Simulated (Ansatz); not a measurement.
# SiHF3: single-point calculation

System: SiHF3.
Method: RKS B2PLYP (frozen core)/def2-TZVPP (Ansatz 0.2.0).

The geometry comes from this level: PBE0-D4/def2-TZVP.

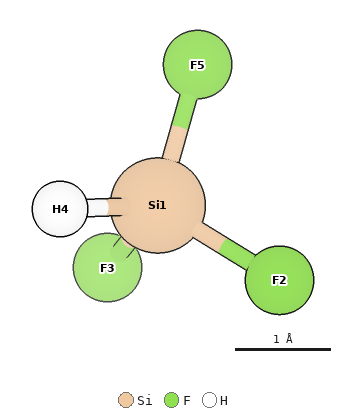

*The input geometry (ball-and-stick view, seen at a tilt; atoms are numbered from 1 in the order of the input).*

### Results in brief

- outcome: converged
- total energy: −16046.8109 eV
- mean-field energy: −16039.3199 eV
- SCF solution under orbital rotations: stable
- hardware: 4 threads of Arm Neoverse V1, 23 GiB of memory available, shared host
- wall time: 1.6 s (CPU time 5.6 s)
- peak memory: 0.44 GiB

### Input
```yaml
crystal:
  periodic: [false, false, false]
  atoms:
    - {symbol: Si, position_ang: [-1.155040, -0.286233, -0.027514]}
    - {symbol: F, position_ang: [-0.879178, -1.418886, -1.083483]}
    - {symbol: F, position_ang: [-1.614222, 1.005375, -0.798862]}
    - {symbol: H, position_ang: [-2.178632, -0.708552, 0.926099]}
    - {symbol: F, position_ang: [0.194586, 0.036001, 0.713260]}
basis:
  gaussian: {orbitals: def2-TZVPP}
hamiltonian: {xc: {name: B2PLYP}}
```

Launch command:
```bash
ansatz run in.yaml --threads 4 --pin off --events-out ev --progress --plain --max-ram 9574MiB
```

### The program's output
```
Functional definition: B2PLYP
  name "B2PLYP"
  cite "Grimme, J. Chem. Phys. 124, 034108 (2006) doi:10.1063/1.2148954"
  cite "Becke, Phys. Rev. A 38, 3098 (1988) doi:10.1103/PhysRevA.38.3098"
  cite "Lee, Yang & Parr, Phys. Rev. B 37, 785 (1988) doi:10.1103/PhysRevB.37.785"
  parameter a = 0.53
  parameter c = 0.27
  exchange = (1 - a)*b88_x + a*exact_x
  correlation = (1 - c)*lyp_c + c*(mp2_os + mp2_ss)
942 factors; integrals over basis functions are off by at most 6.3e-4 eV
mean field evaluation 1: about -16036.1781 eV, gradient 4.8e1 eV
mean field evaluation 2: about -16036.2508 eV, gradient 4.8e1 eV
mean field evaluation 4: about -16039.3031 eV, gradient 8.2e-1 eV
mean field evaluation 8: about -16039.3197 eV, gradient 2.5e-2 eV
mean field evaluation 16: about -16039.3197 eV, gradient 1.2e-6 eV
mean field -16039.31974771 eV, -589.4341288871 hartree, gradient 3.0e-6 eV, S^2 0.000000; 0 other end points of the search recorded, 0 dependent functions left out
8 core orbitals not correlated: weight in the atoms' cores, before any rotation towards them, 1.000 or more for the frozen orbitals, at most 0.000 for the correlated occupied ones
reference -16039.31986208 eV, -589.4341330899 hartree; 13, 13 occupied and 128, 128 virtual orbitals, 942 factors
second order -27.74474348 eV of doubles, -0.00000000 eV of singles
Total energy: -16046.81094282 eV, -589.7094252294 hartree
```
